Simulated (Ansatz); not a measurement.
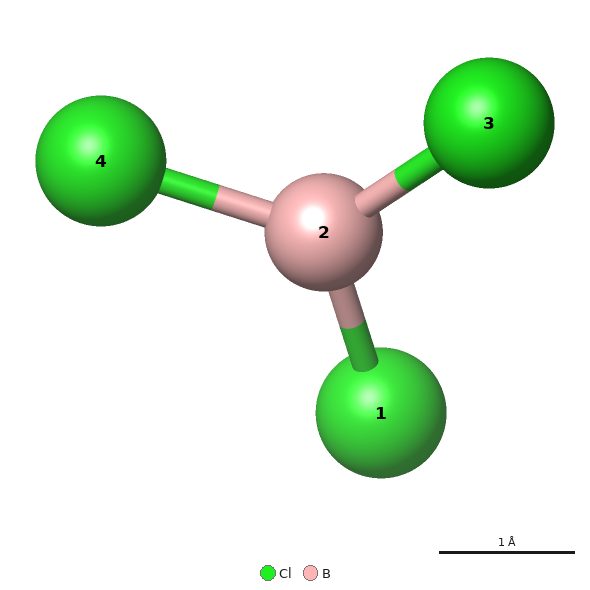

Orthographic view with a scale bar. The computed structure is the end point of a PBE0-D4/def2-TZVP optimisation. No frequency run is at hand to confirm it as a minimum.

Reconstruct the coordinates (Å) as seen: x to the right, y up, z towards the viewer, origin at the mean of the atomic positions.

```xyz
4
BCl3
Cl   0.43  -1.34  -1.02
B    0.00   0.00   0.00
Cl   1.23   0.81   0.93
Cl  -1.65   0.53   0.10
```
